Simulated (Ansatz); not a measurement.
**B3F2H3 (SMILES BB(F)BF): density, localisation and related maps**

Input file:

```
crystal:
  periodic: [false, false, false]
  atoms:
    - { symbol: B, position_ang: [-0.0636, 1.3472, 0.4022] }
    - { symbol: B, position_ang: [0.5303, -0.1321, 0.2563] }
    - { symbol: F, position_ang: [1.7763, -0.4192, 0.8561] }
    - { symbol: B, position_ang: [-0.1953, -1.3091, -0.5765] }
    - { symbol: F, position_ang: [-1.5438, -1.0542, -1.2102] }
    - { symbol: H, position_ang: [0.4715, 2.2452, 0.9832] }
    - { symbol: H, position_ang: [-1.1273, 1.6458, -0.1022] }
    - { symbol: H, position_ang: [0.244, -2.3807, -0.6646] }
basis:
  gaussian:
    orbitals: def2-SVP
correlation:
  method: rpa
output:
  orbitals: {}
```

Command:

```sh
python energy.py
```

The fields and orbitals are those of the mean-field reference, not of the correlated method.

All numbers below come from RPA, Gaussian basis, functional hf (Ansatz 0.2.0).

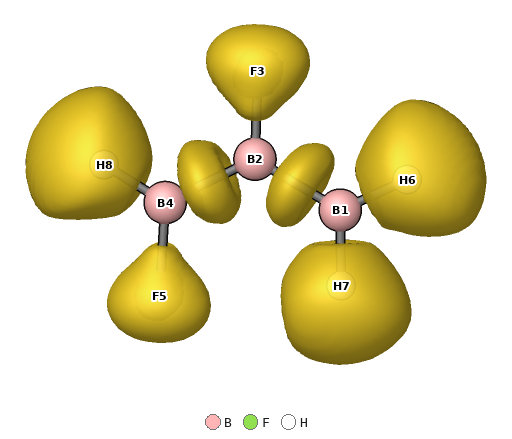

Figure 1. Isosurface of the ELF at 0.75 (yellow), seen across its widest extent. Core shells and regions of very low density are left out.

Identify the bonds, lone pairs and shells in this picture.

The surface consists of two regions between bonded B–B atoms (shared pairs), three regions around hydrogen nuclei and two regions on F in which the atom's valence shell and bonds are merged.


B–F (1.41 Å): the ELF peaks at about 0.85 between the atoms, as expected for a shared but strongly polarised pair. B–B (1.60 Å): the ELF peaks at about 1 between the atoms; localised, covalent bonding.

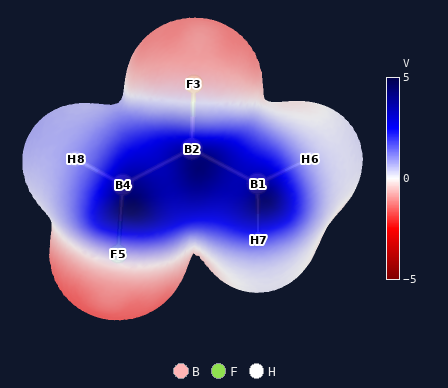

Figure 2. The molecular electrostatic potential painted on the density surface at 0.004 e/bohr³, seen at a tilt; red is negative and blue positive.

Describe the electrostatic potential map.

The most negative region (about −1.5 V) lies over F5, the most positive (about +4.6 V) over B1, B2 and B4.

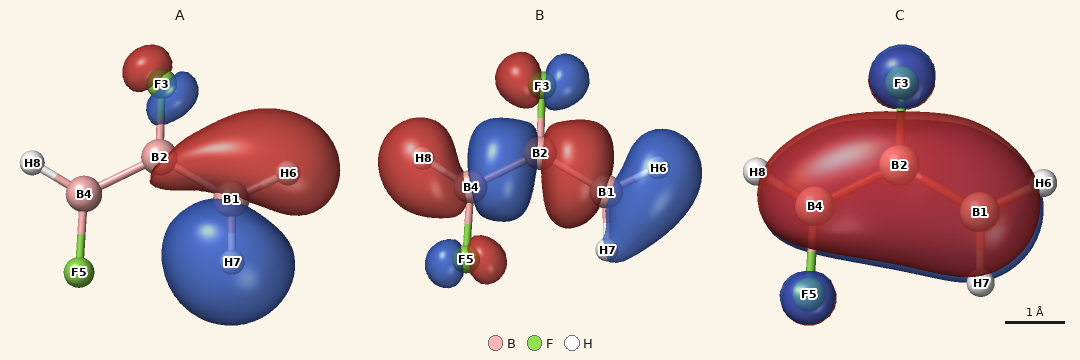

Figure 3. Three frontier orbitals at ±0.08 Å⁻³ᐟ² (blue and red are the two phases), in no order.

Which picture is the HOMO−1, the HOMO and the LUMO?

A is the HOMO−1 (−13.26 eV). By Hirshfeld shares it lies mainly on B1 (about 40 %), H7 (about 30 %), H6 (about 15 %) and B2 (about 5 %); it is symmetric in the molecular plane (an in-plane orbital: σ, lone-pair or in-plane π type). B is the HOMO (−12.00 eV). It lies mainly on B2 (about 30 %), B1 (about 25 %), B4 (about 20 %), H8 (about 10 %), H6 (about 10 %) and F3 (about 5 %); it is symmetric in the molecular plane (an in-plane orbital: σ, lone-pair or in-plane π type). C is the LUMO (−0.73 eV). By Hirshfeld shares it lies mainly on B2 (about 35 %), B1 (about 25 %) and B4 (about 25 %); it changes sign across the molecular plane (π type); π-bonding across B1–B2 and B2–B4.

What is the HOMO–LUMO gap?

11.27 eV between the orbital energies.

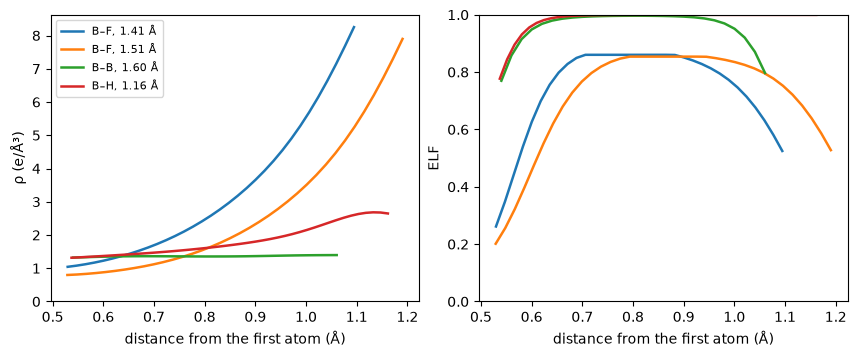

Figure 4. Electron density and ELF along straight lines between neighbouring atoms. The curves leave out the atomic cores.

Compare the contacts.

B–F (1.41 Å): the density is about 1.7 e/Å³ at the midpoint; the ELF peaks at about 0.85 between the atoms: a shared but strongly polarised pair.
B–F (1.51 Å): ρ at the midpoint is about 1.3 e/Å³; the ELF peaks at about 0.85 between the atoms: a shared but strongly polarised pair.
B–B (1.60 Å): the density is about 1.4 e/Å³ at the midpoint; the ELF peaks at about 1 between the atoms; a covalent bond.
B–H (1.16 Å): the density is about 1.4 e/Å³ at the midpoint; the ELF climbs to about 1 towards the hydrogen, as it does in any bond to H (a covalent bond by its length).
